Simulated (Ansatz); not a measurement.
**Molecular dynamics, with input and output: WCl3F3 (part 2 of 2)**

The same run, continued: WCl3F3; RKS B3LYP/def2-SVP (Ansatz 0.2.0). It belongs to a series of runs on one base structure; here: dynamics from the start.

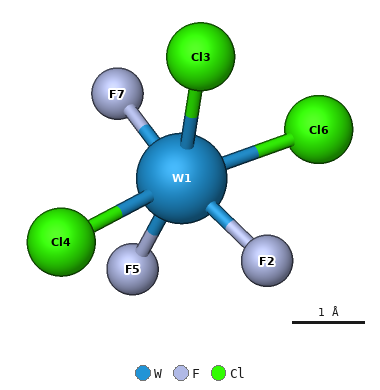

Figure 1. The geometry at step 50 of the log (ball-and-stick view, seen at a tilt; atoms are numbered from 1 in the order of the input).

## Trajectory as extended XYZ (Å, eV, eV/Å), 29 of the 101 frames kept, from step=0 to step=100
```
7
Properties=species:S:1:pos:R:3:forces:R:3 step=0 time_fs=0.0 energy=-47534.57238 temperature=700.0
W     0.0473    0.0000    0.0000    0.0170   0.0000   0.0000
F     0.0212    0.0000    1.8594   -0.0098   0.0000  -0.0103
Cl    2.3432    0.0000    0.0000    0.0037   0.0000   0.0000
Cl   -0.0356    2.3069    0.0000   -0.0060  -0.0016   0.0000
F    -1.8217    0.0000    0.0000    0.0110   0.0000   0.0000
Cl   -0.0356   -2.3069    0.0000   -0.0060   0.0016   0.0000
F     0.0212    0.0000   -1.8594   -0.0098   0.0000   0.0103
7
Properties=species:S:1:pos:R:3:forces:R:3 step=4 time_fs=4.0 energy=-47534.55146 temperature=667.7
W     0.0464   -0.0009    0.0029    0.0639   0.0497  -1.1760
F     0.0226   -0.0088    1.8447   -0.0749  -0.0299   0.5038
Cl    2.3428   -0.0019   -0.0067   -0.0173   0.0709  -0.0417
Cl   -0.0416    2.3115    0.0186    0.0985  -0.0696  -0.0431
F    -1.8192    0.0503   -0.0344   -0.0448  -0.1644   0.0830
Cl   -0.0182   -2.3116    0.0098   -0.1060   0.0799   0.0223
F     0.0053   -0.0292   -1.8792    0.0806   0.0634   0.6517
7
Properties=species:S:1:pos:R:3:forces:R:3 step=7 time_fs=7.0 energy=-47534.51610 temperature=613.2
W     0.0458   -0.0015    0.0045    0.0512   0.0782  -1.8605
F     0.0233   -0.0156    1.8362   -0.1196  -0.0512   0.8204
Cl    2.3425   -0.0031   -0.0118   -0.0351   0.1224  -0.0702
Cl   -0.0459    2.3147    0.0325    0.1783  -0.1092  -0.0674
F    -1.8176    0.0873   -0.0598   -0.0516  -0.2800   0.1438
Cl   -0.0054   -2.3150    0.0172   -0.1724   0.1299   0.0363
F    -0.0062   -0.0508   -1.8908    0.1492   0.1100   0.9976
7
Properties=species:S:1:pos:R:3:forces:R:3 step=11 time_fs=11.0 energy=-47534.46514 temperature=534.8
W     0.0450   -0.0023    0.0053   -0.0193   0.1135  -2.3322
F     0.0233   -0.0250    1.8306   -0.1698  -0.0746   1.0136
Cl    2.3420   -0.0042   -0.0190   -0.0596   0.1865  -0.1020
Cl   -0.0509    2.3185    0.0507    0.2831  -0.1487  -0.0892
F    -1.8158    0.1345   -0.0926   -0.0201  -0.4241   0.2232
Cl    0.0110   -2.3189    0.0273   -0.2487   0.1827   0.0526
F    -0.0204   -0.0788   -1.8991    0.2343   0.1646   1.2339
7
Properties=species:S:1:pos:R:3:forces:R:3 step=14 time_fs=14.0 energy=-47534.43586 temperature=489.9
W     0.0444   -0.0028    0.0046   -0.0959   0.1411  -2.2977
F     0.0225   -0.0325    1.8318   -0.1985  -0.0849   0.9364
Cl    2.3414   -0.0045   -0.0246   -0.0766   0.2300  -0.1202
Cl   -0.0539    2.3210    0.0641    0.3578  -0.1698  -0.0983
F    -1.8146    0.1677   -0.1161    0.0202  -0.5234   0.2807
Cl    0.0226   -2.3213    0.0350   -0.2965   0.2110   0.0640
F    -0.0298   -0.0989   -1.8989    0.2896   0.1960   1.2350
7
Properties=species:S:1:pos:R:3:forces:R:3 step=18 time_fs=18.0 energy=-47534.41057 temperature=451.7
W     0.0435   -0.0034    0.0020   -0.2000   0.1814  -1.7650
F     0.0199   -0.0430    1.8397   -0.2241  -0.0857   0.5719
Cl    2.3403   -0.0041   -0.0326   -0.0942   0.2804  -0.1367
Cl   -0.0565    2.3237    0.0816    0.4482  -0.1881  -0.1031
F    -1.8127    0.2083   -0.1453    0.0713  -0.6400   0.3520
Cl    0.0369   -2.3238    0.0455   -0.3482   0.2327   0.0790
F    -0.0403   -0.1244   -1.8901    0.3469   0.2192   1.0020
7
Properties=species:S:1:pos:R:3:forces:R:3 step=21 time_fs=21.0 energy=-47534.39414 temperature=427.2
W     0.0427   -0.0038   -0.0009   -0.2605   0.2157  -1.0863
F     0.0168   -0.0514    1.8488   -0.2344  -0.0763   0.1858
Cl    2.3392   -0.0029   -0.0389   -0.1011   0.3120  -0.1434
Cl   -0.0572    2.3251    0.0945    0.5065  -0.1949  -0.1029
F    -1.8110    0.2353   -0.1654    0.0929  -0.7118   0.3986
Cl    0.0466   -2.3250    0.0536   -0.3782   0.2362   0.0897
F    -0.0464   -0.1424   -1.8780    0.3749   0.2190   0.6586
7
Properties=species:S:1:pos:R:3:forces:R:3 step=25 time_fs=25.0 energy=-47534.36256 temperature=379.9
W     0.0415   -0.0041   -0.0056   -0.2992   0.2684   0.0131
F     0.0110   -0.0631    1.8620   -0.2383  -0.0532  -0.3342
Cl    2.3374   -0.0002   -0.0480   -0.0996   0.3451  -0.1455
Cl   -0.0561    2.3264    0.1113    0.5677  -0.1948  -0.1002
F    -1.8080    0.2664   -0.1894    0.0873  -0.7815   0.4472
Cl    0.0582   -2.3256    0.0647   -0.4077   0.2241   0.1019
F    -0.0518   -0.1648   -1.8576    0.3898   0.1919   0.0176
7
Properties=species:S:1:pos:R:3:forces:R:3 step=29 time_fs=29.0 energy=-47534.31728 temperature=311.9
W     0.0400   -0.0042   -0.0102   -0.2853   0.3240   1.0954
F     0.0033   -0.0752    1.8726   -0.2339  -0.0224  -0.7340
Cl    2.3352    0.0040   -0.0577   -0.0859   0.3671  -0.1405
Cl   -0.0526    2.3267    0.1277    0.6067  -0.1851  -0.0975
F    -1.8044    0.2912   -0.2099    0.0435  -0.8187   0.4757
Cl    0.0680   -2.3253    0.0764   -0.4262   0.1954   0.1089
F    -0.0541   -0.1858   -1.8371    0.3810   0.1397  -0.7080
7
Properties=species:S:1:pos:R:3:forces:R:3 step=32 time_fs=32.0 energy=-47534.28376 temperature=261.8
W     0.0387   -0.0040   -0.0131   -0.2475   0.3555   1.7192
F    -0.0038   -0.0845    1.8769   -0.2268   0.0035  -0.9090
Cl    2.3332    0.0082   -0.0654   -0.0700   0.3759  -0.1327
Cl   -0.0482    2.3265    0.1397    0.6197  -0.1730  -0.0967
F    -1.8014    0.3055   -0.2227   -0.0059  -0.8257   0.4813
Cl    0.0742   -2.3245    0.0854   -0.4333   0.1665   0.1086
F    -0.0538   -0.2008   -1.8250    0.3638   0.0973  -1.1708
7
Properties=species:S:1:pos:R:3:forces:R:3 step=36 time_fs=36.0 energy=-47534.26060 temperature=228.2
W     0.0368   -0.0036   -0.0158   -0.1779   0.3568   2.0774
F    -0.0149   -0.0969    1.8761   -0.2144   0.0397  -0.9536
Cl    2.3304    0.0153   -0.0762   -0.0458   0.3765  -0.1174
Cl   -0.0400    2.3255    0.1555    0.6140  -0.1525  -0.0978
F    -1.7975    0.3187   -0.2365   -0.0773  -0.8101   0.4666
Cl    0.0808   -2.3229    0.0980   -0.4344   0.1239   0.0981
F    -0.0508   -0.2202   -1.8174    0.3358   0.0657  -1.4734
7
Properties=species:S:1:pos:R:3:forces:R:3 step=39 time_fs=39.0 energy=-47534.26724 temperature=240.3
W     0.0353   -0.0031   -0.0167   -0.1195   0.3127   1.9095
F    -0.0244   -0.1060    1.8704   -0.2043   0.0672  -0.8443
Cl    2.3281    0.0217   -0.0847   -0.0282   0.3682  -0.1026
Cl   -0.0320    2.3243    0.1670    0.5923  -0.1351  -0.1002
F    -1.7949    0.3244   -0.2444   -0.1250  -0.7826   0.4397
Cl    0.0846   -2.3212    0.1077   -0.4290   0.0918   0.0815
F    -0.0468   -0.2344   -1.8194    0.3137   0.0779  -1.3836
7
Properties=species:S:1:pos:R:3:forces:R:3 step=43 time_fs=43.0 energy=-47534.29812 temperature=291.4
W     0.0332   -0.0022   -0.0165   -0.0341   0.1949   1.1618
F    -0.0386   -0.1177    1.8571   -0.1924   0.1022  -0.5203
Cl    2.3249    0.0317   -0.0965   -0.0076   0.3449  -0.0788
Cl   -0.0192    2.3222    0.1822    0.5410  -0.1102  -0.1053
F    -1.7924    0.3264   -0.2518   -0.1728  -0.7284   0.3862
Cl    0.0880   -2.3187    0.1210   -0.4137   0.0501   0.0468
F    -0.0391   -0.2529   -1.8315    0.2796   0.1465  -0.8904
7
Properties=species:S:1:pos:R:3:forces:R:3 step=46 time_fs=46.0 energy=-47534.32117 temperature=330.4
W     0.0316   -0.0014   -0.0157    0.0396   0.0796   0.3533
F    -0.0503   -0.1260    1.8441   -0.1862   0.1255  -0.1680
Cl    2.3225    0.0402   -0.1056    0.0059   0.3182  -0.0584
Cl   -0.0079    2.3203    0.1933    0.4869  -0.0908  -0.1105
F    -1.7913    0.3240   -0.2554   -0.1956  -0.6763   0.3364
Cl    0.0893   -2.3167    0.1313   -0.3959   0.0193   0.0123
F    -0.0318   -0.2660   -1.8456    0.2453   0.2246  -0.3650
7
Properties=species:S:1:pos:R:3:forces:R:3 step=50 time_fs=50.0 energy=-47534.33305 temperature=354.6
W     0.0294   -0.0003   -0.0144    0.1516  -0.0780  -0.7812
F    -0.0674   -0.1363    1.8258   -0.1816   0.1528   0.3696
Cl    2.3193    0.0529   -0.1180    0.0234   0.2705  -0.0281
Cl    0.0091    2.3174    0.2078    0.3966  -0.0656  -0.1188
F    -1.7914    0.3160   -0.2578   -0.2099  -0.5937   0.2630
Cl    0.0897   -2.3138    0.1450   -0.3640  -0.0216  -0.0418
F    -0.0203   -0.2821   -1.8667    0.1838   0.3357   0.3373
7
Properties=species:S:1:pos:R:3:forces:R:3 step=54 time_fs=54.0 energy=-47534.32446 temperature=348.0
W     0.0274    0.0008   -0.0138    0.2666  -0.2173  -1.6845
F    -0.0862   -0.1454    1.8103   -0.1757   0.1813   0.8391
Cl    2.3161    0.0668   -0.1307    0.0430   0.2098   0.0053
Cl    0.0280    2.3142    0.2220    0.2890  -0.0435  -0.1281
F    -1.7931    0.3032   -0.2580   -0.2061  -0.4992   0.1876
Cl    0.0884   -2.3111    0.1587   -0.3230  -0.0595  -0.0988
F    -0.0072   -0.2955   -1.8854    0.1062   0.4284   0.8795
7
Properties=species:S:1:pos:R:3:forces:R:3 step=57 time_fs=57.0 energy=-47534.31623 temperature=340.6
W     0.0260    0.0014   -0.0142    0.3389  -0.3064  -2.0581
F    -0.1013   -0.1513    1.8028   -0.1629   0.2097   1.0387
Cl    2.3139    0.0780   -0.1403    0.0607   0.1568   0.0320
Cl    0.0431    2.3116    0.2323    0.1996  -0.0310  -0.1355
F    -1.7955    0.2907   -0.2572   -0.1902  -0.4230   0.1329
Cl    0.0865   -2.3092    0.1687   -0.2870  -0.0821  -0.1390
F     0.0033   -0.3034   -1.8951    0.0408   0.4760   1.1289
7
Properties=species:S:1:pos:R:3:forces:R:3 step=61 time_fs=61.0 energy=-47534.31789 temperature=350.7
W     0.0244    0.0021   -0.0162    0.3942  -0.4058  -2.0454
F    -0.1227   -0.1578    1.8001   -0.1237   0.2629   1.0100
Cl    2.3111    0.0936   -0.1530    0.0903   0.0775   0.0693
Cl    0.0642    2.3080    0.2456    0.0724  -0.0210  -0.1452
F    -1.8001    0.2710   -0.2552   -0.1495  -0.3185   0.0652
Cl    0.0829   -2.3069    0.1817   -0.2335  -0.0996  -0.1840
F     0.0177   -0.3107   -1.9000   -0.0502   0.5044   1.2301
7
Properties=species:S:1:pos:R:3:forces:R:3 step=64 time_fs=64.0 energy=-47534.32951 temperature=375.1
W     0.0234    0.0024   -0.0189    0.3959  -0.4615  -1.6601
F    -0.1397   -0.1613    1.8035   -0.0738   0.3119   0.7759
Cl    2.3092    0.1057   -0.1625    0.1178   0.0129   0.0984
Cl    0.0804    2.3053    0.2553   -0.0266  -0.0181  -0.1524
F    -1.8044    0.2543   -0.2533   -0.1046  -0.2403   0.0195
Cl    0.0795   -2.3055    0.1911   -0.1905  -0.1017  -0.2092
F     0.0283   -0.3135   -1.8973   -0.1182   0.4967   1.1279
7
Properties=species:S:1:pos:R:3:forces:R:3 step=68 time_fs=68.0 energy=-47534.34533 temperature=409.5
W     0.0223    0.0025   -0.0236    0.3473  -0.4949  -0.7547
F    -0.1630   -0.1637    1.8132    0.0155   0.3766   0.2893
Cl    2.3072    0.1219   -0.1749    0.1616  -0.0780   0.1380
Cl    0.1021    2.3015    0.2678   -0.1596  -0.0173  -0.1623
F    -1.8109    0.2301   -0.2506   -0.0298  -0.1391  -0.0343
Cl    0.0741   -2.3039    0.2028   -0.1310  -0.0918  -0.2310
F     0.0418   -0.3138   -1.8857   -0.2039   0.4445   0.7550
7
Properties=species:S:1:pos:R:3:forces:R:3 step=71 time_fs=71.0 energy=-47534.34477 temperature=417.0
W     0.0217    0.0023   -0.0277    0.2835  -0.4783   0.1072
F    -0.1806   -0.1636    1.8223    0.0911   0.4141  -0.1069
Cl    2.3061    0.1341   -0.1839    0.1978  -0.1487   0.1675
Cl    0.1182    2.2985    0.2769   -0.2578  -0.0162  -0.1703
F    -1.8160    0.2110   -0.2487    0.0322  -0.0669  -0.0695
Cl    0.0697   -2.3030    0.2111   -0.0857  -0.0784  -0.2401
F     0.0510   -0.3116   -1.8728   -0.2611   0.3743   0.3122
7
Properties=species:S:1:pos:R:3:forces:R:3 step=75 time_fs=75.0 energy=-47534.31694 temperature=385.7
W     0.0211    0.0017   -0.0331    0.1856  -0.4003   1.3114
F    -0.2037   -0.1604    1.8337    0.1887   0.4388  -0.5551
Cl    2.3053    0.1499   -0.1954    0.2438  -0.2446   0.2046
Cl    0.1388    2.2945    0.2884   -0.3830  -0.0100  -0.1822
F    -1.8227    0.1847   -0.2467    0.1138   0.0234  -0.1110
Cl    0.0634   -2.3021    0.2214   -0.0252  -0.0580  -0.2463
F     0.0615   -0.3060   -1.8535   -0.3237   0.2508  -0.4214
7
Properties=species:S:1:pos:R:3:forces:R:3 step=79 time_fs=79.0 energy=-47534.26638 temperature=318.5
W     0.0206    0.0007   -0.0374    0.1033  -0.2876   2.3211
F    -0.2256   -0.1536    1.8408    0.2686   0.4314  -0.8316
Cl    2.3057    0.1648   -0.2062    0.2750  -0.3414   0.2358
Cl    0.1581    2.2904    0.2993   -0.4974   0.0041  -0.1957
F    -1.8285    0.1582   -0.2455    0.1845   0.1055  -0.1477
Cl    0.0569   -2.3014    0.2307    0.0347  -0.0383  -0.2500
F     0.0695   -0.2983   -1.8374   -0.3687   0.1263  -1.1319
7
Properties=species:S:1:pos:R:3:forces:R:3 step=82 time_fs=82.0 energy=-47534.23027 temperature=269.9
W     0.0203   -0.0002   -0.0395    0.0712  -0.2119   2.7629
F    -0.2408   -0.1461    1.8418    0.3108   0.4067  -0.9043
Cl    2.3067    0.1752   -0.2137    0.2799  -0.4138   0.2530
Cl    0.1713    2.2873    0.3070   -0.5738   0.0204  -0.2065
F    -1.8319    0.1387   -0.2454    0.2254   0.1610  -0.1724
Cl    0.0521   -2.3010    0.2371    0.0791  -0.0247  -0.2527
F     0.0736   -0.2917   -1.8309   -0.3925   0.0623  -1.4799
7
Properties=species:S:1:pos:R:3:forces:R:3 step=86 time_fs=86.0 energy=-47534.20616 temperature=241.4
W     0.0199   -0.0016   -0.0402    0.0877  -0.1567   2.7422
F    -0.2593   -0.1331    1.8369    0.3377   0.3523  -0.8156
Cl    2.3092    0.1877   -0.2229    0.2536  -0.5086   0.2660
Cl    0.1870    2.2832    0.3166   -0.6598   0.0491  -0.2221
F    -1.8350    0.1133   -0.2465    0.2586   0.2264  -0.2014
Cl    0.0458   -2.3005    0.2447    0.1367  -0.0083  -0.2560
F     0.0763   -0.2823   -1.8326   -0.4147   0.0459  -1.5130
7
Properties=species:S:1:pos:R:3:forces:R:3 step=89 time_fs=89.0 energy=-47534.20708 temperature=249.5
W     0.0197   -0.0028   -0.0393    0.1499  -0.1508   2.2565
F    -0.2715   -0.1213    1.8287    0.3331   0.2978  -0.6134
Cl    2.3118    0.1958   -0.2292    0.2088  -0.5767   0.2682
Cl    0.1971    2.2801    0.3234   -0.7107   0.0749  -0.2352
F    -1.8359    0.0952   -0.2484    0.2646   0.2684  -0.2194
Cl    0.0414   -2.3002    0.2498    0.1782   0.0019  -0.2573
F     0.0762   -0.2749   -1.8420   -0.4240   0.0846  -1.1993
7
Properties=species:S:1:pos:R:3:forces:R:3 step=93 time_fs=93.0 energy=-47534.21350 temperature=269.4
W     0.0195   -0.0045   -0.0364    0.2915  -0.1622   1.1567
F    -0.2857   -0.1032    1.8135    0.2922   0.2099  -0.1848
Cl    2.3161    0.2045   -0.2366    0.1226  -0.6599   0.2630
Cl    0.2080    2.2764    0.3315   -0.7586   0.1132  -0.2566
F    -1.8353    0.0726   -0.2526    0.2440   0.3146  -0.2368
Cl    0.0362   -2.2997    0.2557    0.2297   0.0114  -0.2551
F     0.0730   -0.2642   -1.8628   -0.4214   0.1730  -0.4864
7
Properties=species:S:1:pos:R:3:forces:R:3 step=96 time_fs=96.0 energy=-47534.20669 temperature=267.2
W     0.0195   -0.0058   -0.0335    0.4264  -0.1620   0.1853
F    -0.2950   -0.0883    1.8007    0.2384   0.1357   0.2180
Cl    2.3198    0.2092   -0.2415    0.0468  -0.7136   0.2549
Cl    0.2142    2.2738    0.3371   -0.7790   0.1428  -0.2766
F    -1.8335    0.0571   -0.2571    0.2072   0.3417  -0.2430
Cl    0.0328   -2.2993    0.2595    0.2642   0.0149  -0.2487
F     0.0683   -0.2551   -1.8816   -0.4039   0.2404   0.1101
7
Properties=species:S:1:pos:R:3:forces:R:3 step=100 time_fs=100.0 energy=-47534.17699 temperature=232.1
W     0.0198   -0.0078   -0.0296    0.6098  -0.1315  -1.0160
F    -0.3059   -0.0670    1.7853    0.1509   0.0331   0.7557
Cl    2.3249    0.2129   -0.2473   -0.0564  -0.7696   0.2415
Cl    0.2195    2.2708    0.3435   -0.7860   0.1782  -0.3089
F    -1.8297    0.0384   -0.2649    0.1355   0.3673  -0.2384
Cl    0.0293   -2.2988    0.2637    0.3027   0.0170  -0.2321
F     0.0590   -0.2411   -1.9060   -0.3565   0.3055   0.7982
```

The run was set up as follows.

## The input
```yaml
crystal:
  periodic: [false, false, false]
  atoms:
    - { symbol: W, position_ang: [0.047294, 0.0, 0.0] }
    - { symbol: F, position_ang: [0.021162, 0.0, 1.859434] }
    - { symbol: Cl, position_ang: [2.343201, 0.0, 0.0] }
    - { symbol: Cl, position_ang: [-0.035575, 2.306928, 0.0] }
    - { symbol: F, position_ang: [-1.821669, 0.0, 0.0] }
    - { symbol: Cl, position_ang: [-0.035575, -2.306928, 0.0] }
    - { symbol: F, position_ang: [0.021162, 0.0, -1.859434] }
basis:
  gaussian: { orbitals: def2-SVP }
hamiltonian:
  xc: b3lyp
md:
  timestep: 1.0
  n_steps: 100
  ensemble: nvt_nose_hoover
  temperature: 700.0
  initial_velocities: maxwell_boltzmann
  seed: 95768
  nose_hoover: { tau: 100.0, chain_length: 3 }
```

Command:
```bash
ansatz run input.yaml --threads 2 --pin off --max-ram 3072MiB --backend cpu --events-out ev --progress --plain --runs-dir out
```

## Key numbers

```csv
quantity,value
outcome,finished
mean temperature over the second half,324 K
trajectory,"100 steps, 100 fs"
ensemble,nvt_nose_hoover
temperature in the input,700.0 K
time step,1.0 fs
potential energy (last step),−47534.1773 eV
mean-field energy (last step),−47534.1773 eV
largest force (length of the vector) (last step),1.192 eV/Å
hardware,"2 threads of Arm Neoverse V2, 24 GiB of memory available, shared host"
wall time,9.8 min (CPU time 19 min)
peak memory,0.36 GiB
```

## Remarks

So short a trajectory is not equilibrated. The temperature stays far from the 700 K of the thermostat over the second half: the run isn't equilibrated.
